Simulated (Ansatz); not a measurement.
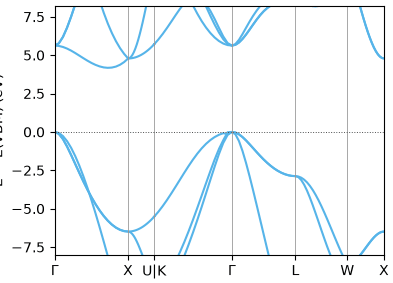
Figure: Band structure from DFT-LDA in the program Ansatz with PAW potentials

Problem. Read off the gap and where the band edges lie.

Solution. About 4.2 eV (4.17 eV by a search for the band edges); maximum at Γ, minimum on the Γ–X line, 73 % of the way from Γ.

Problem. Pick the material that matches.
A) C, diamond
B) AlN, rock salt
C) NaCl, rock salt

Solution. A, C, diamond

Space group Fd-3m (diamond). The cell was relaxed with LDA under the symmetry of its start.

Potentials: the earlier of the program's two PAW sets. The files were generated under PBE; for other functionals the program regenerates the frozen cores, and for LDA and PBEsol the local potential too.
